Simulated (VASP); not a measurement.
Band structure of SiO2 (space group R-3). All values below come from r2SCAN meta-GGA, VASP's PBE PAW potentials (set 64) (plane waves; VASP).

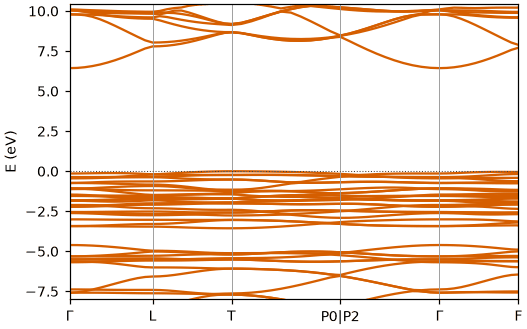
*Bands along high-symmetry lines, zero at the valence-band maximum or, without a gap, the Fermi level*

**Question.** Read the plot: is there a gap, and where are the band edges?

**Answer.** The gap is indirect, 6.44 eV, from the valence maximum at T to the conduction minimum at Γ.

The structure comes from a computed database's SiO2 entry (R-3); how it stands against other phases isn't given here. It was relaxed first.
